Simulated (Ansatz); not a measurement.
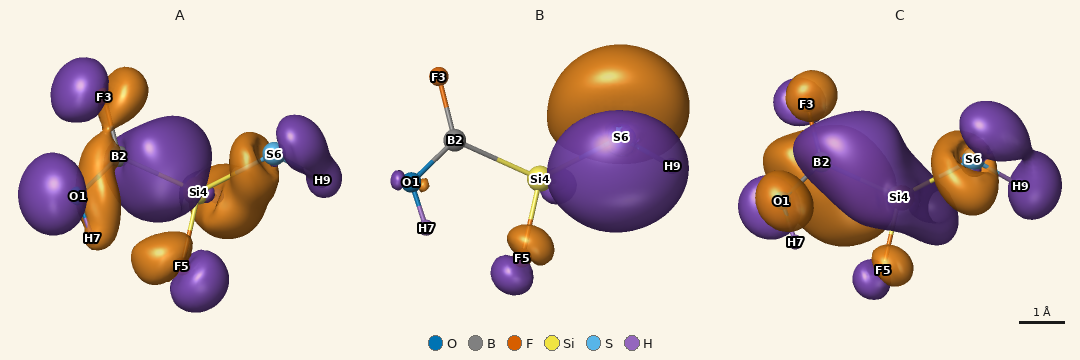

Figure. BF2H3OSSi. Three frontier orbitals at ±0.08 Å⁻³ᐟ² (orange and purple are the two phases), in no order.

These are results of Ansatz, UKS PBE-D4/6-31G, not measurements.

The calculation's input:

```
crystal:
  periodic: [false, false, false]
  atoms:
    - { symbol: O, position_ang: [1.9885, 0.2091, 0.6043] }
    - { symbol: B, position_ang: [0.7503, -0.5926, 0.4795] }
    - { symbol: F, position_ang: [0.6374, -1.8203, 1.2155] }
    - { symbol: Si, position_ang: [-0.646, -0.035, -0.6613] }
    - { symbol: F, position_ang: [-0.1759, 0.0881, -2.2657] }
    - { symbol: S, position_ang: [-1.4771, 1.864, 0.0096] }
    - { symbol: H, position_ang: [2.5721, -0.0671, -0.1177] }
    - { symbol: H, position_ang: [-1.7508, -1.0358, -0.5972] }
    - { symbol: H, position_ang: [-1.8101, 1.3432, 1.3158] }
magnetization:
  spin_polarized: true
basis:
  gaussian: { orbitals: "6-31G" }
hamiltonian:
  xc: pbe
  dispersion: d4
relax:
  f_tol: 0.02
  max_steps: 50
output:
  orbitals: {}
```

Run with:

```sh
ansatz run input.yaml --threads 2 --pin off --max-ram 3072MiB --backend cpu --events-out ev --progress --plain --runs-dir out
```

The fields are those of the relaxed geometry.

Which picture is the HOMO−1, the HOMO and the LUMO?

A is the HOMO−1 (−7.62 eV). It lies mainly on Si4 (about 20 %), O1 (about 20 %), B2 (about 20 %), F3 (about 15 %) and F5 (about 15 %). B is the HOMO (−6.80 eV). It lies mainly on S6 (about 85 %); largely a lone pair of S6. C is the LUMO (−2.31 eV). It lies mainly on B2 (about 35 %), Si4 (about 25 %), S6 (about 15 %), O1 (about 10 %) and F3 (about 10 %).

What is the HOMO–LUMO gap?

4.49 eV between the orbital energies.
